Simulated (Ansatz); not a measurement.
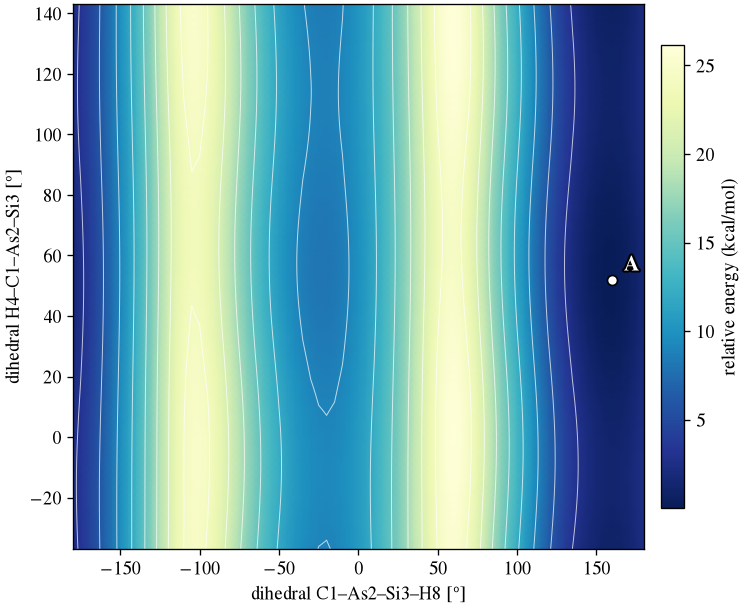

CH₆AsSi, SMILES C[AsH][SiH2+], charge +1. 
- The first coordinate is: dihedral C1–As2–Si3–H8; the second: dihedral H4–C1–As2–Si3.
- Nothing is relaxed (all other coordinates rigid).
- The scan uses a 15 × 15 grid.
- Points are written as (first, second).
- Energies are in kcal/mol, from the relaxed molecule at the same level.
- The calculation used RKS PBE-D4/def2-SVP (Ansatz).

The picture shows a smooth colour map with a few white contour lines, the point A. Between grid points the surface is interpolated.

> What is the easiest way out of the well at A, and how high is the barrier?

The easiest path leads from the well at (156°, 53.0°) to the well at about (−20°, 57°), about 8 kcal/mol higher. Its highest point lies about 24 kcal/mol above the bottom of the first well on the interpolated surface, at (−108°, 65.9°). Seen from the upper well the barrier is about 16 kcal/mol. The start is the relaxed structure and all else is held, so a fully relaxed path at this level can only be lower.

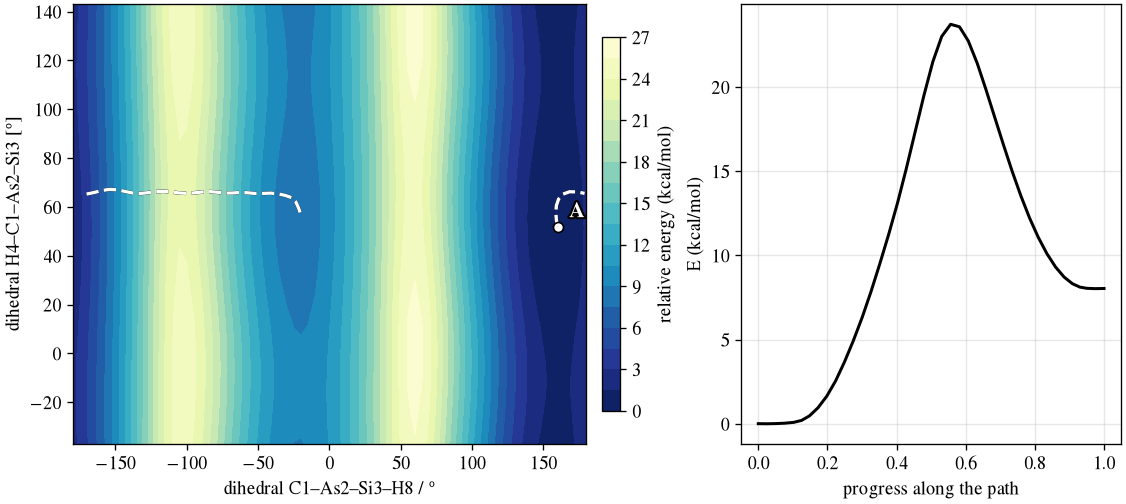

The picture shows filled contours, a line along the lowest path, the energy along the path at the right. Between grid points the surface is interpolated.
